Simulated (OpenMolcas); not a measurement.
**Single-point calculation of BBr2Cl (part 3 of 3)**

Continued. System: BBr2Cl, SMILES ClB(Br)Br. Method: CASSCF/ANO-RCC-VDZP, DKH2 (OpenMolcas 26.06). The geometry comes from this level: GFN2-xTB.

Geometry of the input (Å):
```
Cl -0.2006  -1.6465  0.6311
B  -0.0143  -0.0440  0.0263
Br 1.2640  1.1215  0.7597
Br -1.0492  0.5690  -1.4172
```

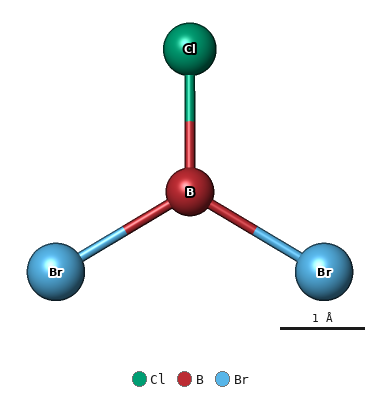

*The input geometry (ball-and-stick view, seen on its broad side).*

What the program printed, continued:
```
                    ************************************************
                    **** Cartesian Coordinates / bohr, angstrom ****
                    ************************************************

     Center  Label                x              y              z                     x              y              z
        1      CL1             -0.379003      -3.111510       1.192701             -0.200560      -1.646540       0.631150
        2      B2              -0.027080      -0.083110       0.049794             -0.014330      -0.043980       0.026350
        3      BR3              2.388689       2.119328       1.435682              1.264040       1.121500       0.759730
        4      BR4             -1.982606       1.075311      -2.678195             -1.049150       0.569030      -1.417240

                    ***************************************
                    *    InterNuclear Distances / bohr    *
                    ***************************************

               1 CL1           2 B2            3 BR3           4 BR4
    1 CL1      0.000000
    2 B2       3.255962        0.000000
    3 BR3      5.922907        3.550684        0.000000
    4 BR4      5.923246        3.550768        6.092797        0.000000

                    *******************************************
                    *    InterNuclear Distances / angstrom    *
                    *******************************************

               1 CL1           2 B2            3 BR3           4 BR4
    1 CL1      0.000000
    2 B2       1.722981        0.000000
    3 BR3      3.134267        1.878941        0.000000
    4 BR4      3.134447        1.878985        3.224170        0.000000
--

            Nuclear Potential Energy            526.64352676 au

--- Stop Module: gateway /rc=_RC_ALL_IS_WELL_ ---
--- Module gateway spent 4 seconds ---

--- Start Module: seward ---

                                              &SEWARD

                       available to each process: 1.9 GB of memory, 1 thread

               SEWARD will generate:
                  Multipole Moment integrals up to order  2
                  Kinetic Energy integrals
                  Nuclear Attraction integrals (point charge)
                  One-Electron Hamiltonian integrals
                  Velocity integrals
                  Relativistic Douglas-Kroll-Hess integrals:
                    - Parametrization         : EXP
                    - DKH order of Hamiltonian: 2
                    - DKH order of Properties : 0
                         - multipole moment operators
                         - electric potential operators
                         - contact operators
                  Orbital angular momentum around (  0.0907   0.6986  -0.2738 )
                  Velocity quadrupole around (  0.0907   0.6986  -0.2738 )
                  Atomic mean-field integrals
                  RI decomposed two-electron repulsion integrals stored Cholesky style
                   - acCD auxiliary basis
                   - CD Threshold:   1.00E-04

                   Integrals are discarded if absolute value <: 1.00E-14
                   Integral cutoff threshold is set to       <: 1.00E-16

            Nuclear Potential Energy            526.64352676 au

      Basis set specifications :
      Symmetry species         a
      Basis functions           86

--- Stop Module: seward /rc=_RC_ALL_IS_WELL_ ---
--- Module seward spent 6 seconds ---

>>> COPY step2.RunFile RUNFIL2

--- Start Module: expbas ---

                                              &EXPBAS

                       available to each process: 1.9 GB of memory, 1 thread

 Header on input orbitals file:
* RASSCF average (pseudo-natural) orbitals

 Information from input runfile
           Number of symmetries    1
      Number of basis functions   50

 Information from expanded basis set runfile
           Number of symmetries    1
      Number of basis functions   86
 New orbitals have been built in file EXPORB
--- Stop Module: expbas /rc=_RC_ALL_IS_WELL_ ---

--- Start Module: rasscf ---

                                              &RASSCF

                       available to each process: 1.9 GB of memory, 1 thread

      Header of the ONEINT file:
      --------------------------

      OrdInt status: non-squared

      Cartesian coordinates in angstrom:
      -----------------------------------------------------
      No.  Label        X            Y            Z
      -----------------------------------------------------
       1   CL1       -0.20056000  -1.64654000   0.63115000
       2   B2        -0.01433000  -0.04398000   0.02635000
       3   BR3        1.26404000   1.12150000   0.75973000
       4   BR4       -1.04915000   0.56903000  -1.41724000
      -----------------------------------------------------
      Nuclear repulsion energy =  526.64352676

++    Wave function specifications:
      -----------------------------

      Number of closed shell electrons          86
      Number of electrons in active shells       6
      Max number of holes in RAS1 space          0
      Max nr of electrons in RAS3 space          0
      Number of inactive orbitals               43
      Number of active orbitals                  4
      Number of secondary orbitals              39
      Spin quantum number                      0.0
      State symmetry                             1
--

++    Orbital specifications:
      -----------------------

      Symmetry species                           1
                                                 a
      Frozen orbitals                            0
      Inactive orbitals                         43
      Active orbitals                            4
      RAS1 orbitals                              0
      RAS2 orbitals                              4
      RAS3 orbitals                              0
      Secondary orbitals                        39
      Deleted orbitals                           0
      Number of basis functions                 86
--

++    CI expansion specifications:
      ----------------------------

      Number of CSFs                            10
      Number of spin combinations               10
      Number of determinants                    16
      Number of root(s) required                 1
      Root chosen for geometry opt.              1
      CI root used                               1

      highest root included in the CI            1
      max. size of the explicit Hamiltonian     10
--

++    Optimization specifications:
      ----------------------------

      RASSCF algorithm: LK RI/DF
      Maximum number of macro iterations       200
      Maximum number of SX iterations          100
      Threshold for RASSCF energy            1.000E-08
      Threshold for max MO rotation          1.000E-01
      Threshold for max BLB element          1.000E-04
      Level shift parameter                  5.000E-01
      Make Quasi-Newton update
--

      The MO-coefficients are taken from the file:
      step2.ExpOrb
      Title:Basis set expanded orbital file EXPORB

      Total molecular charge    0.00

      ************************************************************************************************************************
      *                                            Wave function control section                                             *
      ************************************************************************************************************************

                                         RASSCF iterations: Energy and convergence statistics
                                         ----------------------------------------------------

          iter iter root      energy       change     param      element    value   shift minimum  type update hh:mm:ss
 Nr of preliminary CI iterations:   1
      Total energies have been shifted. Add                -5000.00 au
        1   1   13    1  -694.20264266    0.00E+00   8.55E-02   37  53 1  1.20E-01*  0.01   0.00    SX    NO    0:00:00
        2   1   32    1  -694.36706931   -1.64E-01*  5.36E-02   38  50 1 -7.83E-02*  0.00   0.00    SX    NO    0:00:00
        3   1   14    1  -694.38297035   -1.59E-02* -8.41E-02   38  50 1  2.41E-02*  0.00   0.00    SX    NO    0:00:00
        4   1   16    1  -694.38539316   -2.42E-03* -7.46E-02   37  49 1  2.37E-02*  0.00   0.00    SX    NO    0:00:00
        5   1   13    1  -694.38626298   -8.70E-04* -3.60E-02   38  50 1  1.35E-02*  0.00   0.62    QN   YES    0:00:00
        6   1   13    1  -694.38674146   -4.78E-04*  4.92E-02   43  48 1 -1.01E-03*  0.00   1.19    QN   YES    0:00:00
        7   1   12    1  -694.38679173   -5.03E-05*  8.42E-02   38  50 1  6.44E-04*  0.00   2.39    QN   YES    0:00:00
        8   1   12    1  -694.38683416   -4.24E-05*  2.89E-02   45  81 1 -6.36E-04*  0.00   1.19    QN   YES    0:00:00
        9   1   11    1  -694.38684460   -1.04E-05*  5.58E-03   45  81 1 -4.26E-04*  0.00   1.60    QN   YES    0:00:00
       10   1   11    1  -694.38684883   -4.22E-06*  7.64E-03   39  48 1 -1.17E-04*  0.00   1.27    QN   YES    0:00:00
       11   1   10    1  -694.38684959   -7.66E-07*  7.15E-03   37  49 1 -9.14E-05   0.00   1.46    QN   YES    0:00:00
       12   1    9    1  -694.38684987   -2.78E-07* -3.52E-03   37  53 1  5.15E-05   0.00   1.30    QN   YES    0:00:00
       13   1    8    1  -694.38684995   -7.76E-08* -2.69E-03   37  53 1  1.88E-05   0.00   1.42    QN   YES    0:00:00
       14   1    8    1  -694.38684999   -3.91E-08* -4.02E-03   39  48 1  1.51E-05   0.00   1.57    QN   YES    0:00:00
       15   1    8    1  -694.38685002   -3.87E-08* -8.91E-03   37  53 1 -2.74E-05   0.00   2.19    QN   YES    0:00:00
       16   1    8    1  -694.38685009   -6.48E-08*  1.16E-02   37  53 1 -3.74E-05   0.00   1.92    QN   YES    0:00:00
       17   1    8    1  -694.38685016   -6.75E-08* -1.23E-02   38  50 1 -2.97E-05   0.00   1.88    QN   YES    0:00:00
       18   1    8    1  -694.38685022   -6.11E-08* -1.01E-02   46  83 1  1.08E-05   0.00   1.72    QN   YES    0:00:00
       19   1    8    1  -694.38685027   -4.75E-08* -9.10E-03   37  53 1  1.13E-05   0.00   1.79    QN   YES    0:00:00
       20   1    8    1  -694.38685031   -4.29E-08* -9.24E-03   37  53 1  2.12E-05   0.00   1.86    QN   YES    0:00:00
       21   1    8    1  -694.38685035   -4.12E-08* -8.24E-03   38  50 1  2.21E-05   0.00   1.84    QN   YES    0:00:00
       22   1    8    1  -694.38685038   -3.32E-08* -5.35E-03   38  50 1  1.25E-05   0.00   1.65    QN   YES    0:00:00
       23   1    7    1  -694.38685040   -2.06E-08* -3.41E-03   45  86 1 -6.59E-06   0.00   1.62    QN   YES    0:00:00
       24   1    7    1  -694.38685042   -1.36E-08* -3.15E-03   37  53 1 -8.27E-06   0.00   1.78    QN   YES    0:00:00
       25   1    7    1  -694.38685043   -1.17E-08*  2.94E-03   38  50 1 -1.00E-05   0.00   1.75    QN   YES    0:00:00
       26   1    7    1  -694.38685044   -8.72E-09  -1.69E-03   38  50 1 -6.94E-06   0.00   1.56    QN   YES    0:00:00
      Convergence after 26 iterations
       27   1    7    1  -694.38685044   -3.68E-09  -1.69E-03   37  50 1  3.02E-06   0.00   1.56    QN   YES    0:00:00

      ************************************************************************************************************************
                                                      Wave function printout:
                       occupation of active orbitals, and spin coupling of open shells (u,d: Spin up or down)
      ************************************************************************************************************************

      Note: transformation to natural orbitals
      has been made, which may change the order of the CSFs.

      printout of CI-coefficients larger than  0.05 for root  1
      energy=   -5694.386850
      conf/sym  1111     Coeff  Weight
             1  2220   0.99503 0.99009
             8  2022  -0.09590 0.00920

      Natural orbitals and occupation numbers for root  1
      sym 1:   1.999372   1.981606   1.999210   0.019811

      ************************************************************************************************************************
      *                                                    Final results                                                     *
      ************************************************************************************************************************

++    Final optimization conditions:
      ------------------------------

      Average CI energy                           -5694.38685044
      RASSCF energy for state  1                  -5694.38685044
      Super-CI energy                                -0.00000000
      RASSCF energy change                           -0.00000000
      Max change in MO coefficients               1.625E-03
      Max non-diagonal density matrix element    -1.685E-03
      Maximum BLB matrix element                  3.022E-06
      (orbital pair  37,  50 in symmetry   1)
      Norm of electronic gradient            1.162E-05
--

      Final state energy(ies):
      ------------------------

::    RASSCF root number  1 Total energy:  -5694.38685044
      Von Neumann Entropy (Root   1) =  0.08018

      Mulliken population analysis for root number:  1
      -----------------------------------------------

++    Molecular charges:
      ------------------

      Mulliken charges per centre
      ---------------------------

                CL1     B2      BR3     BR4
      Total   17.1208  4.7096 35.0951 35.0744

      N-E     -0.1208  0.2904 -0.0951 -0.0744

      Total electronic charge=   92.000000

      Total            charge=   -0.000000
--

      Expectation values of various properties for root number:  1
      -----------------------------------------------------------

++    Molecular properties:
      ---------------------

      Charge (e):
                      =   -0.0000
      Dipole Moment (debye):
      Origin of the operator (angstrom)=    0.0480    0.3697   -0.1449
                   X= -7.0624E-02               Y=  2.2384E-02               Z= -6.0526E-02           Total=  9.5667E-02
      Quadrupole Moment (debye*angstrom):
      Origin of the operator (angstrom)=    0.0480    0.3697   -0.1449
                  XX= -5.4354E+01              XY= -7.9188E-02              XZ=  6.7504E-02              YY= -5.4788E+01
                  YZ=  9.2181E-02              ZZ= -5.4340E+01
      In traceless form (debye*angstrom)
                  XX=  2.0970E-01              XY= -1.1878E-01              XZ=  1.0126E-01              YY= -4.4036E-01
                  YZ=  1.3827E-01              ZZ=  2.3067E-01
--

      LoProp population analysis for root number:  1
      -----------------------------------------------

++    LoProp analysis:
      ----------------

++    Static properties:
      ------------------

      LoProp Charges per center

                   CL1      B2       BR3      BR4
      Nuclear     17.0000   5.0000  35.0000  35.0000
      Electronic -17.0504  -4.9179 -35.0219 -35.0098

      Total       -0.0504   0.0821  -0.0219  -0.0098
--

      Natural Bond Order analysis for root number:  1

++    Natural Bond Order analysis
      ---------------------------
      Based on LoProp computed density
      -------------------------------------------------------------------------------------
      Atom A       Atom B       Bond Order
      -------------------------------------------------------------------------------------
      NBO located      0.964 non-bonded electrons on atom CL1
      NBO located      0.999 non-bonded electrons on atom CL1
      NBO located      1.000 non-bonded electrons on atom CL1
      NBO located      1.000 non-bonded electrons on atom CL1
      NBO located      1.000 non-bonded electrons on atom CL1
      NBO located      1.000 non-bonded electrons on atom CL1
      NBO located      0.994 non-bonded electrons on atom B2
      NBO located      1.003 non-bonded electrons on atom BR3
      NBO located      1.000 non-bonded electrons on atom BR3
      NBO located      1.000 non-bonded electrons on atom BR3
      NBO located      1.000 non-bonded electrons on atom BR3
      NBO located      1.000 non-bonded electrons on atom BR3
      NBO located      1.000 non-bonded electrons on atom BR3
      NBO located      1.000 non-bonded electrons on atom BR3
      NBO located      1.000 non-bonded electrons on atom BR3
      NBO located      1.000 non-bonded electrons on atom BR3
      NBO located      1.000 non-bonded electrons on atom BR3
      NBO located      1.000 non-bonded electrons on atom BR3
      NBO located      1.000 non-bonded electrons on atom BR3
      NBO located      1.000 non-bonded electrons on atom BR3
      NBO located      1.000 non-bonded electrons on atom BR3
      NBO located      1.019 non-bonded electrons on atom BR4
      NBO located      0.999 non-bonded electrons on atom BR4
      NBO located      1.000 non-bonded electrons on atom BR4
      NBO located      1.000 non-bonded electrons on atom BR4
      NBO located      1.000 non-bonded electrons on atom BR4
      NBO located      1.000 non-bonded electrons on atom BR4
      NBO located      1.000 non-bonded electrons on atom BR4
      NBO located      1.000 non-bonded electrons on atom BR4
      NBO located      1.000 non-bonded electrons on atom BR4
      NBO located      1.000 non-bonded electrons on atom BR4
      NBO located      1.000 non-bonded electrons on atom BR4
      NBO located      1.000 non-bonded electrons on atom BR4
      NBO located      1.000 non-bonded electrons on atom BR4
      NBO located      1.000 non-bonded electrons on atom BR4
      NBO located      1.000 non-bonded electrons on atom BR4
      The remaining   11.050 electrons are to be considered as diffuse
--

--

      Average orbitals are written to the RASORB file
      Natural orbitals for root   1 are written to the RASORB.1 file
      Spin density orbitals for root   1 are written to the SPDORB.1 file

--- Stop Module: rasscf /rc=_RC_ALL_IS_WELL_ ---
--- Module rasscf spent 12 seconds ---

.##################.
.# Happy landing! #.
.##################.

    Timing: Wall=48.22 User=44.55 System=3.52
```

Key numbers:

```tsv
quantity	value
outcome	converged
total energy	−5694.386850 hartree
CASSCF energy	−5694.386850 hartree
basis functions	86
wall time	49 s
peak memory	0.42 GiB
```

Remarks:

The record of the run, not the program, notes: an active orbital turned away from the chosen space; an active orbital is nearly full or empty.
